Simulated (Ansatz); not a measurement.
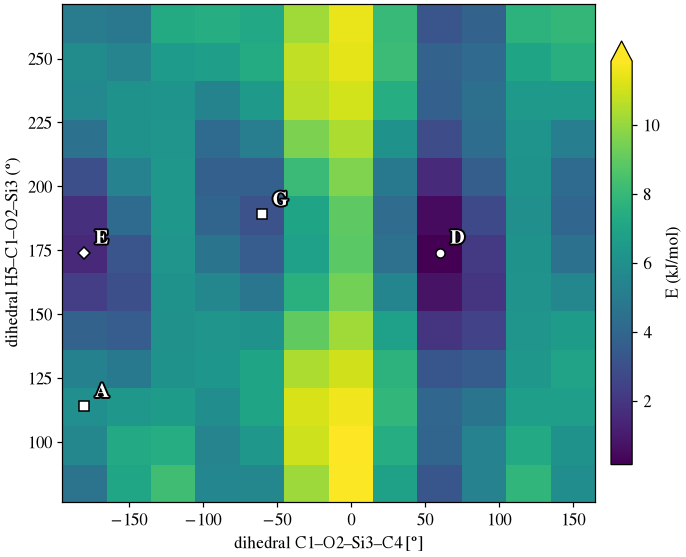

C2H8OSi, SMILES CO[SiH2]C. The first coordinate is: dihedral C1–O2–Si3–C4; the second: dihedral H5–C1–O2–Si3. Nothing is relaxed (all other coordinates rigid). Grid: 12 × 13 points. All energies are given in kJ/mol relative to the relaxed molecule at the same level. Level of theory: RKS PBE-D4/def2-SVP in Ansatz 0.2.0.

The picture shows one coloured cell a grid point, one colour for all values above the top of the scale, lettered points.

Is A the lowest point of the computed grid?

Answer. No. A lies 5.8 kJ/mol above the lowest grid point, which is at dihedral C1–O2–Si3–C4 = 60°, dihedral H5–C1–O2–Si3 = 174°.

What kind of point is each of A, D, E, G: minimum, saddle, maximum or slope?

Answer. A: saddle point; D: minimum; E: minimum; G: minimum. (In these two coordinates alone; a stationary point may lie a little off the grid point.)
